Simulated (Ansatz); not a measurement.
# CH₆FNSi: molecular dynamics (part 2 of 2)

Continued. System: CH₆FNSi, SMILES FCN[SiH3]. Method: RKS revPBE-d3bj/def2-SVP (Ansatz 0.2.0). The geometry comes from this level: PBE0-D4/def2-TZVP.

Geometry of the input (Å):
```
F  -1.3096  0.9086  -1.4356
C  -0.1608  1.1723  -0.6771
N  0.5616  0.0108  -0.3594
Si 0.0761  -1.1020  0.8776
H  0.4401  1.8629  -1.2735
H  -0.5067  1.6641  0.2358
H  1.1190  -0.3409  -1.1231
H  1.2663  -1.9120  1.2408
H  -0.3849  -0.2806  2.0257
H  -1.0180  -2.0342  0.4917
```

Trajectory as extended XYZ, continued
```
10
Properties=species:S:1:pos:R:3:forces:R:3 step=8 time_fs=4.0 energy=-13209.75291 temperature=175.7
F    -1.3186    0.9212   -1.4262   -0.0675   0.0613  -0.4698
C    -0.1348    1.1644   -0.6740   -1.5762   1.9761  -0.1866
N     0.5432    0.0209   -0.3785    1.9887  -1.6017  -0.7434
Si    0.0851   -1.1119    0.8857   -1.0753  -0.7480  -0.0186
H     0.4950    1.8929   -1.2255   -0.0071  -0.0275  -0.3768
H    -0.5341    1.7103    0.2023    0.2837  -0.1216   0.5277
H     1.0555   -0.3124   -1.2460   -0.5107   0.0089   1.3538
H     1.2575   -1.9762    1.2369    0.1100   0.0171  -0.0299
H    -0.3655   -0.3163    2.1145    0.1335  -0.1598  -0.4764
H    -1.0824   -2.0751    0.4265    0.7208   0.5951   0.4201
10
Properties=species:S:1:pos:R:3:forces:R:3 step=11 time_fs=5.5 energy=-13209.72086 temperature=178.6
F    -1.3226    0.9258   -1.4236    0.1397   0.1544  -0.3791
C    -0.1304    1.1671   -0.6730   -1.6474   2.8176   0.1839
N     0.5437    0.0219   -0.3866    1.5173  -1.5279   0.0489
Si    0.0869   -1.1166    0.8900   -0.8701  -0.8414  -0.1690
H     0.5262    1.9070   -1.2245   -0.4856  -0.4171  -0.1189
H    -0.5371    1.7311    0.2256    0.5868  -0.5465  -0.1643
H     1.0127   -0.3017   -1.2563   -0.0568  -0.3251   0.7854
H     1.2689   -2.0048    1.2292   -0.1305   0.2071  -0.1036
H    -0.3536   -0.3396    2.1383    0.1624  -0.1437  -0.5533
H    -1.0928   -2.0686    0.4170    0.7842   0.6226   0.4700
10
Properties=species:S:1:pos:R:3:forces:R:3 step=13 time_fs=6.5 energy=-13209.70684 temperature=190.1
F    -1.3247    0.9290   -1.4226    0.2429   0.2218  -0.3070
C    -0.1292    1.1716   -0.6726   -1.5716   2.9647   0.3848
N     0.5454    0.0223   -0.3925    0.9225  -1.2231   1.0049
Si    0.0876   -1.1204    0.8926   -0.6215  -0.8057  -0.3098
H     0.5431    1.9109   -1.2266   -0.7140  -0.5358  -0.0052
H    -0.5346    1.7380    0.2426    0.6925  -0.6909  -0.4995
H     0.9795   -0.2960   -1.2529    0.4428  -0.6884  -0.0624
H     1.2764   -2.0208    1.2229   -0.2593   0.3034  -0.1365
H    -0.3432   -0.3559    2.1468    0.1535  -0.0892  -0.5198
H    -1.0914   -2.0563    0.4175    0.7121   0.5432   0.4506
10
Properties=species:S:1:pos:R:3:forces:R:3 step=16 time_fs=8.0 energy=-13209.70430 temperature=193.2
F    -1.3280    0.9339   -1.4225    0.3660   0.3369  -0.1398
C    -0.1293    1.1823   -0.6707   -1.2817   2.5237   0.4120
N     0.5492    0.0225   -0.4010    0.0985  -0.6421   2.3243
Si    0.0883   -1.1272    0.8954   -0.1590  -0.6127  -0.5815
H     0.5568    1.9071   -1.2328   -0.8550  -0.4915   0.0503
H    -0.5154    1.7405    0.2607    0.6231  -0.6730  -0.6683
H     0.9362   -0.2956   -1.2512    1.0066  -1.1535  -1.2489
H     1.2826   -2.0369    1.2107   -0.3419   0.3525  -0.1499
H    -0.3245   -0.3850    2.1510    0.1008   0.0620  -0.3466
H    -1.0792   -2.0298    0.4257    0.4426   0.2977   0.3484
10
Properties=species:S:1:pos:R:3:forces:R:3 step=18 time_fs=9.0 energy=-13209.75758 temperature=231.4
F    -1.3309    0.9368   -1.4223    0.4229   0.4176  -0.0102
C    -0.1306    1.1915   -0.6689   -0.9574   1.7969   0.1874
N     0.5521    0.0212   -0.4048    0.0132  -0.4905   2.1860
Si    0.0890   -1.1322    0.8970    0.1888  -0.3837  -0.7414
H     0.5573    1.9008   -1.2392   -0.8319  -0.3639   0.0338
H    -0.4939    1.7347    0.2652    0.4359  -0.4876  -0.5092
H     0.9175   -0.3108   -1.2648    0.8533  -1.0418  -1.0594
H     1.2834   -2.0421    1.2038   -0.3280   0.3271  -0.1395
H    -0.3130   -0.4027    2.1492    0.0536   0.1776  -0.1836
H    -1.0648   -2.0090    0.4335    0.1496   0.0484   0.2361
10
Properties=species:S:1:pos:R:3:forces:R:3 step=21 time_fs=10.5 energy=-13209.82335 temperature=274.7
F    -1.3351    0.9399   -1.4221    0.4782   0.5343   0.1952
C    -0.1330    1.2065   -0.6664   -0.5320   0.3216  -0.3086
N     0.5577    0.0191   -0.4073    0.2908  -0.6499   0.9444
Si    0.0912   -1.1407    0.8995    0.6577   0.2137  -0.8947
H     0.5446    1.8879   -1.2481   -0.5833  -0.0151  -0.1274
H    -0.4553    1.7198    0.2668    0.0513  -0.0634  -0.0041
H     0.9021   -0.3517   -1.2986    0.2158  -0.3829   0.2292
H     1.2762   -2.0423    1.1869   -0.1462   0.1615  -0.0737
H    -0.2972   -0.4229    2.1467    0.0060   0.3066   0.0300
H    -1.0410   -1.9736    0.4488   -0.4383  -0.4266   0.0097
10
Properties=species:S:1:pos:R:3:forces:R:3 step=24 time_fs=12.0 energy=-13209.76774 temperature=245.7
F    -1.3394    0.9439   -1.4218    0.4945   0.6168   0.4100
C    -0.1351    1.2207   -0.6648   -0.4271  -1.2656  -0.6666
N     0.5625    0.0176   -0.4064    0.5078  -0.8865  -0.2373
Si    0.0942   -1.1491    0.9010    0.8462   0.8161  -1.0200
H     0.5164    1.8707   -1.2594   -0.0582   0.5242  -0.4664
H    -0.4122    1.7018    0.2716   -0.3295   0.3906   0.5562
H     0.8892   -0.3980   -1.3278   -0.2681   0.2946   1.3559
H     1.2655   -2.0343    1.1662    0.1540  -0.1144   0.0105
H    -0.2793   -0.4364    2.1424   -0.0301   0.4099   0.2314
H    -1.0343   -1.9443    0.4686   -0.8894  -0.7857  -0.1737
10
Properties=species:S:1:pos:R:3:forces:R:3 step=26 time_fs=13.0 energy=-13209.72872 temperature=209.9
F    -1.3418    0.9464   -1.4212    0.4697   0.6349   0.5520
C    -0.1376    1.2280   -0.6640   -0.4651  -1.9894  -0.5645
N     0.5664    0.0156   -0.4059    0.4104  -0.8499  -0.4615
Si    0.0962   -1.1546    0.9019    0.7360   1.0913  -1.0936
H     0.4933    1.8613   -1.2722    0.2824   0.8282  -0.6555
H    -0.3862    1.6971    0.2842   -0.4429   0.4763   0.5582
H     0.8766   -0.4249   -1.3309   -0.3428   0.5156   1.5198
H     1.2584   -2.0309    1.1538    0.3495  -0.2951   0.0564
H    -0.2672   -0.4409    2.1420   -0.0343   0.4360   0.2998
H    -1.0423   -1.9342    0.4826   -0.9630  -0.8478  -0.2111
10
Properties=species:S:1:pos:R:3:forces:R:3 step=29 time_fs=14.5 energy=-13209.75176 temperature=235.1
F    -1.3450    0.9500   -1.4176    0.3777   0.6159   0.7323
C    -0.1432    1.2363   -0.6627   -0.1749  -2.2270  -0.4562
N     0.5722    0.0118   -0.4068   -0.0150  -0.4529   0.0597
Si    0.0981   -1.1620    0.9030    0.2421   1.2776  -1.1879
H     0.4644    1.8623   -1.3073    0.3282   0.7541  -0.4253
H    -0.3540    1.7000    0.3113   -0.4615   0.3619   0.1129
H     0.8534   -0.4552   -1.3073   -0.1689   0.4476   0.9003
H     1.2502   -2.0274    1.1409    0.5815  -0.5202   0.0986
H    -0.2512   -0.4406    2.1438   -0.0197   0.4165   0.3077
H    -1.0719   -1.9347    0.5043   -0.6894  -0.6736  -0.1421
10
Properties=species:S:1:pos:R:3:forces:R:3 step=32 time_fs=16.0 energy=-13209.76113 temperature=256.7
F    -1.3481    0.9544   -1.4129    0.2607   0.5575   0.8549
C    -0.1505    1.2417   -0.6631    0.4023  -1.8160  -0.5078
N     0.5774    0.0079   -0.4101   -0.6536   0.3328   1.3820
Si    0.1003   -1.1691    0.9030   -0.4055   1.1949  -1.1916
H     0.4447    1.8775   -1.3509    0.0167   0.2680   0.2314
H    -0.3318    1.7078    0.3405   -0.4149   0.1235  -0.5481
H     0.8279   -0.4738   -1.2667    0.2280  -0.1013  -0.5193
H     1.2523   -2.0297    1.1286    0.6335  -0.6009   0.1006
H    -0.2383   -0.4365    2.1497    0.0243   0.3250   0.1948
H    -1.1154   -1.9556    0.5273   -0.0915  -0.2835   0.0031
10
Properties=species:S:1:pos:R:3:forces:R:3 step=34 time_fs=17.0 energy=-13209.71421 temperature=228.0
F    -1.3495    0.9580   -1.4089    0.1482   0.4800   0.8816
C    -0.1546    1.2437   -0.6644    0.6847  -1.5392  -0.5778
N     0.5807    0.0063   -0.4117   -1.0106   0.8488   2.2415
Si    0.1018   -1.1733    0.9018   -0.6844   0.9961  -1.1008
H     0.4293    1.8881   -1.3794   -0.1084  -0.0077   0.6299
H    -0.3259    1.7105    0.3537   -0.3674   0.0160  -0.8645
H     0.8103   -0.4875   -1.2423    0.4654  -0.5195  -1.4579
H     1.2613   -2.0390    1.1209    0.4901  -0.5106   0.0677
H    -0.2321   -0.4331    2.1532    0.0615   0.2515   0.1034
H    -1.1469   -1.9748    0.5441    0.3209  -0.0153   0.0771
10
Properties=species:S:1:pos:R:3:forces:R:3 step=37 time_fs=18.5 energy=-13209.65980 temperature=226.6
F    -1.3513    0.9648   -1.4015   -0.0520   0.3246   0.8496
C    -0.1596    1.2451   -0.6669    0.9482  -1.3078  -0.9214
N     0.5845    0.0043   -0.4112   -1.0687   0.8471   2.1262
Si    0.1044   -1.1787    0.8995   -0.8589   0.6185  -0.7961
H     0.4037    1.9019   -1.4166   -0.1514  -0.3135   1.0941
H    -0.3290    1.7094    0.3543   -0.2994   0.0277  -0.9028
H     0.7895   -0.5205   -1.2315    0.4182  -0.3957  -1.4842
H     1.2830   -2.0619    1.1137    0.1056  -0.2278  -0.0123
H    -0.2233   -0.4240    2.1612    0.1261   0.1009  -0.0915
H    -1.1893   -2.0071    0.5704    0.8323   0.3261   0.1383
10
Properties=species:S:1:pos:R:3:forces:R:3 step=39 time_fs=19.5 energy=-13209.65198 temperature=211.4
F    -1.3522    0.9700   -1.3960   -0.2019   0.2103   0.7691
C    -0.1617    1.2454   -0.6698    0.9846  -1.3605  -1.2011
N     0.5856    0.0039   -0.4088   -0.8611   0.3036   1.2072
Si    0.1058   -1.1819    0.8979   -0.8354   0.3828  -0.5668
H     0.3859    1.9074   -1.4297   -0.0418  -0.3721   1.1800
H    -0.3354    1.7050    0.3393   -0.2856   0.1714  -0.5829
H     0.7816   -0.5460   -1.2418    0.2019   0.1818  -0.6698
H     1.3007   -2.0790    1.1120   -0.1857  -0.0043  -0.0707
H    -0.2180   -0.4155    2.1653    0.1617   0.0013  -0.2112
H    -1.2108   -2.0271    0.5881    1.0634   0.4858   0.1463
10
Properties=species:S:1:pos:R:3:forces:R:3 step=42 time_fs=21.0 energy=-13209.61987 temperature=181.6
F    -1.3534    0.9778   -1.3873   -0.4424   0.0380   0.5688
C    -0.1638    1.2449   -0.6764    0.8696  -1.6339  -1.3654
N     0.5859    0.0042   -0.4046   -0.5541  -0.5544  -0.1708
Si    0.1062   -1.1872    0.8948   -0.6896   0.1820  -0.2937
H     0.3602    1.9108   -1.4283    0.2880  -0.2406   0.9472
H    -0.3499    1.7010    0.3077   -0.2789   0.4178   0.0815
H     0.7787   -0.5786   -1.2659   -0.0863   1.0455   0.5763
H     1.3218   -2.1021    1.1046   -0.5062   0.2507  -0.1289
H    -0.2077   -0.4041    2.1670    0.1920  -0.1122  -0.3249
H    -1.2268   -2.0505    0.6164    1.2079   0.6071   0.1100
10
Properties=species:S:1:pos:R:3:forces:R:3 step=45 time_fs=22.5 energy=-13209.62348 temperature=167.3
F    -1.3549    0.9850   -1.3782   -0.6179  -0.1161   0.2996
C    -0.1635    1.2412   -0.6835    0.5355  -1.8624  -1.0028
N     0.5842    0.0040   -0.4015   -0.4459  -0.8494  -0.7110
Si    0.1054   -1.1933    0.8918   -0.4813   0.1911  -0.1084
H     0.3438    1.9141   -1.4033    0.7028   0.0487   0.3748
H    -0.3710    1.7094    0.2745   -0.2299   0.5148   0.6272
H     0.7753   -0.5845   -1.2788   -0.1511   1.2902   1.0089
H     1.3315   -2.1167    1.0957   -0.6406   0.3660  -0.1548
H    -0.1927   -0.3975    2.1662    0.1920  -0.1790  -0.3781
H    -1.2207   -2.0617    0.6412    1.1365   0.5961   0.0445
10
Properties=species:S:1:pos:R:3:forces:R:3 step=47 time_fs=23.5 energy=-13209.67268 temperature=201.5
F    -1.3563    0.9895   -1.3717   -0.6722  -0.1964   0.1015
C    -0.1622    1.2374   -0.6881    0.2053  -1.9031  -0.3629
N     0.5826    0.0029   -0.3993   -0.4986  -0.6965  -0.6092
Si    0.1043   -1.1971    0.8904   -0.2923   0.2911  -0.0461
H     0.3413    1.9164   -1.3782    0.9679   0.2903  -0.0991
H    -0.3876    1.7212    0.2583   -0.1349   0.4188   0.7130
H     0.7722   -0.5731   -1.2749   -0.0750   1.1023   0.8222
H     1.3316   -2.1208    1.0874   -0.6365   0.3712  -0.1501
H    -0.1816   -0.3958    2.1629    0.1759  -0.1868  -0.3592
H    -1.2041   -2.0621    0.6545    0.9604   0.5091  -0.0099
10
Properties=species:S:1:pos:R:3:forces:R:3 step=50 time_fs=25.0 energy=-13209.76757 temperature=247.3
F    -1.3583    0.9966   -1.3627   -0.6604  -0.2839  -0.1795
C    -0.1588    1.2285   -0.6933   -0.1786  -1.3758   0.6111
N     0.5781    0.0002   -0.3969   -0.7045  -0.1394   0.1265
Si    0.1031   -1.2022    0.8873   -0.0013   0.6077   0.0507
H     0.3565    1.9253   -1.3432    1.0457   0.3395  -0.4750
H    -0.4128    1.7437    0.2450    0.1011   0.0711   0.4644
H     0.7631   -0.5431   -1.2563    0.1935   0.4250  -0.0618
H     1.3202   -2.1155    1.0763   -0.4460   0.2488  -0.1223
H    -0.1661   -0.3968    2.1550    0.1400  -0.1613  -0.2933
H    -1.1640   -2.0597    0.6731    0.5105   0.2684  -0.1208
```

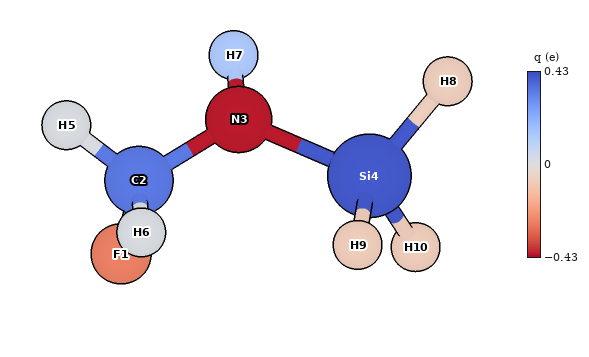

*Mulliken charges, as the colour of each atom (ball-and-stick view, seen at a tilt; atoms are numbered from 1 in the order of the input).*

By element: F −0.26, C +0.34, N −0.41, Si +0.40 and H −0.08 to +0.13 e.
